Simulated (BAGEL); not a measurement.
**A workflow on C2H4O2Si (SMILES C=C1O[SiH2]O1)**

We compute a single-point energy (HF/def2-SVP), then a single-point energy (NEVPT2(2,2)/def2-SVP) of C2H4O2Si. 

The calculation is run with BAGEL 1.2.2.

1 further run of the same task is left out (set aside as unsound or not needed).

## (1) The system as given

C2H4O2Si has 9 atoms, charge 0, and is taken as a singlet. As SMILES, `C=C1O[SiH2]O1`. One bond was lengthened or shortened from a relaxed shape.

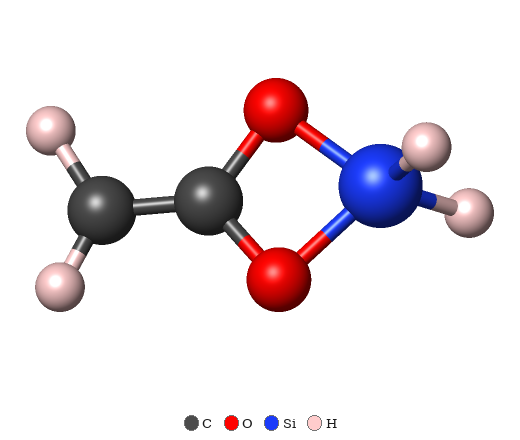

The structure, seen from a chosen angle (carbon dark grey, oxygen red, silicon blue, hydrogen pink).

## (2) A single-point energy at HF/def2-SVP (density fitting with svp-jkfit) (run 1)

input.json reads:

```json
{ "bagel" : [

{
  "title" : "molecule",
  "basis" : "svp",
  "df_basis" : "svp-jkfit",
  "angstrom" : "false",
  "geometry" : [
    { "atom" : "C", "xyz" : [  1.07701917,  2.27908530, -2.19844690 ] },
    { "atom" : "C", "xyz" : [  0.37782050,  0.43584643, -0.67400484 ] },
    { "atom" : "O", "xyz" : [ -1.02530114,  0.60686665,  1.52015617 ] },
    { "atom" : "Si", "xyz" : [ -0.75091291, -2.53782660,  1.78490680 ] },
    { "atom" : "O", "xyz" : [  0.87746409, -2.11603973, -0.89926019 ] },
    { "atom" : "H", "xyz" : [  0.45939242,  4.48772160, -1.70925728 ] },
    { "atom" : "H", "xyz" : [  2.18061923,  1.85219616, -3.85913822 ] },
    { "atom" : "H", "xyz" : [ -3.13404653, -3.97231770,  1.52506945 ] },
    { "atom" : "H", "xyz" : [  0.74971860, -3.42788760,  3.96678458 ] }
  ]
},
{
  "title" : "hf"
},
{
  "title" : "print",
  "file" : "orbitals.molden",
  "orbitals" : "true"
}

]}
```

The run is started by

```
BAGEL_NUM_THREADS=1 BAGEL input.json > input.out
```

What it wrote:

```text
* using 1 threads per process

  ===============================================================
  ===============================================================

  *** Geometry ***

  { "atom" : "C", "xyz" : [      1.077019,      2.279085,     -2.198447 ] },
  { "atom" : "C", "xyz" : [      0.377821,      0.435846,     -0.674005 ] },
  { "atom" : "O", "xyz" : [     -1.025301,      0.606867,      1.520156 ] },
  { "atom" : "Si", "xyz" : [     -0.750913,     -2.537827,      1.784907 ] },
  { "atom" : "O", "xyz" : [      0.877464,     -2.116040,     -0.899260 ] },
  { "atom" : "H", "xyz" : [      0.459392,      4.487722,     -1.709257 ] },
  { "atom" : "H", "xyz" : [      2.180619,      1.852196,     -3.859138 ] },
  { "atom" : "H", "xyz" : [     -3.134047,     -3.972318,      1.525069 ] },
  { "atom" : "H", "xyz" : [      0.749719,     -3.427888,      3.966785 ] },

  Number of auxiliary basis functions:      504

  Since a DF basis is specified, we compute 2- and 3-index integrals:
    o Being stored without compression. Storage requirement is 0.036 GB

  Number of basis functions:       94
  Number of electrons      :       46

    * METHOD: MOLECULE                             0.28

  *** RHF ***

  === Nuclear Repulsion ===
   230.4826418132

      * DIIS with orbital gradients will be used.

  === RHF iteration (svp) ===
      0       -516.22362645          0.01723181           0.10
      1       -516.39659183          0.00993691           0.10
      2       -516.45361611          0.00145800           0.09
      3       -516.45548001          0.00050739           0.10
      4       -516.45569163          0.00012807           0.10
      5       -516.45571304          0.00004025           0.10
      6       -516.45571594          0.00002766           0.10
      7       -516.45571681          0.00000446           0.10
      8       -516.45571684          0.00000161           0.10
      9       -516.45571684          0.00000068           0.10
     10       -516.45571684          0.00000025           0.10
     11       -516.45571684          0.00000008           0.10
     12       -516.45571684          0.00000002           0.10
     13       -516.45571684          0.00000001           0.10
    * SCF iteration converged.

    * Permanent dipole moment:
           (    0.236754,     0.640334,    -0.519258) a.u.

    * METHOD: HF                                   1.59

    * METHOD: PRINT                                0.02

  ===============================================================
```

Run time: 2 s. Hardware: 1 thread of Arm Neoverse V1, shared host; peak memory 0.15 GiB.

## (3) The energy at NEVPT2(2,2)/def2-SVP (density fitting with svp-jkfit) (run 2)

job.json reads:

```json
{ "bagel": [

{
  "title": "molecule",
  "basis": "svp",
  "df_basis": "svp-jkfit",
  "geometry": [
    { "atom": "C", "xyz": [  1.07701917,  2.27908530, -2.19844690 ] },
    { "atom": "C", "xyz": [  0.37782050,  0.43584643, -0.67400484 ] },
    { "atom": "O", "xyz": [ -1.02530114,  0.60686665,  1.52015617 ] },
    { "atom": "Si", "xyz": [ -0.75091291, -2.53782660,  1.78490680 ] },
    { "atom": "O", "xyz": [  0.87746409, -2.11603973, -0.89926019 ] },
    { "atom": "H", "xyz": [  0.45939242,  4.48772160, -1.70925728 ] },
    { "atom": "H", "xyz": [  2.18061923,  1.85219616, -3.85913822 ] },
    { "atom": "H", "xyz": [ -3.13404653, -3.97231770,  1.52506945 ] },
    { "atom": "H", "xyz": [  0.74971860, -3.42788760,  3.96678458 ] }
  ]
},
{
  "title": "hf"
},
{
  "title": "casscf",
  "nstate": 1,
  "nact": 2,
  "nclosed": 22,
  "active": [19, 28],
  "maxiter": 200,
  "natocc": true
},
{
  "title": "nevpt2",
  "nstate": 1,
  "nact": 2,
  "nclosed": 22,
  "active": [19, 28],
  "maxiter": 200,
  "natocc": true,
  "ncore": 9
},
{
  "title": "print",
  "file": "orbitals.molden",
  "orbitals": true
}

]}
```

The run is started by

```
BAGEL_NUM_THREADS=1 BAGEL job.json > job.out
```

What it wrote:

```text
* using 1 threads per process

  ===============================================================
  ===============================================================

  *** Geometry ***

  { "atom" : "C", "xyz" : [      1.077019,      2.279085,     -2.198447 ] },
  { "atom" : "C", "xyz" : [      0.377821,      0.435846,     -0.674005 ] },
  { "atom" : "O", "xyz" : [     -1.025301,      0.606867,      1.520156 ] },
[... 5 lines of this table left out ...]
  { "atom" : "H", "xyz" : [      0.749719,     -3.427888,      3.966785 ] },

  Number of auxiliary basis functions:      504

  Since a DF basis is specified, we compute 2- and 3-index integrals:
    o Being stored without compression. Storage requirement is 0.036 GB

  Number of basis functions:       94
  Number of electrons      :       46

    * METHOD: MOLECULE                             0.28

  *** RHF ***

[... 11 lines left out ...]
    * SCF iteration converged.
[... 1 line left out ...]
    * Permanent dipole moment:
[... 27 lines left out ...]
    * Second-order optimization converged. *

     guess   0:   closed 1.                   open ..

  === FCI iteration ===

      0  0      -516.45540229     8.40e-02      0.00
      1  0      -516.47505083     1.28e-03      0.00
      2  0 *    -516.47505840     2.01e-15      0.00

     * ci vector, state   0, <S^2> = 0.0000
       2.     0.9932207923
       .2    -0.1162430978

    * METHOD: CASSCF                               4.26

    * freezing 9 orbitals

  === DF-NEVPT2 calculation ===

    * 3-index integral transformation done
    * assembly done

      NEVPT2 correlation energy:   -0.6931458408      0.27

          (+0)     -0.6397139231
          (+0)'    -0.0148715585
          (+1)     -0.0047174431
          (+1)'    -0.0000000000
          (+2)     -0.0001733654
          (-1)     -0.0250573784
          (-1)'     0.0000000000
          (-2)     -0.0086121722

      NEVPT2 total energy:       -517.1682042430

    * METHOD: NEVPT2                               0.46

    * METHOD: PRINT                                0.02

  ===============================================================
```

Wall time 6.9 s (1 thread of Arm Neoverse V1, shared host); peak memory 0.15 GiB.

## (4) Outcome

| quantity | value |
| --- | --- |
| run 1, HF/def2-SVP: total energy | -516.45572 Eh |
| run 1, HF/def2-SVP: dipole moment | 2.18 D |
| run 1, HF/def2-SVP: HOMO energy | -9.38 eV |
| run 1, HF/def2-SVP: LUMO energy | 2.96 eV |
| run 1, HF/def2-SVP: HOMO–LUMO gap | 12.35 eV |
| run 2, NEVPT2(2,2)/def2-SVP: total energy | -517.16820 Eh |
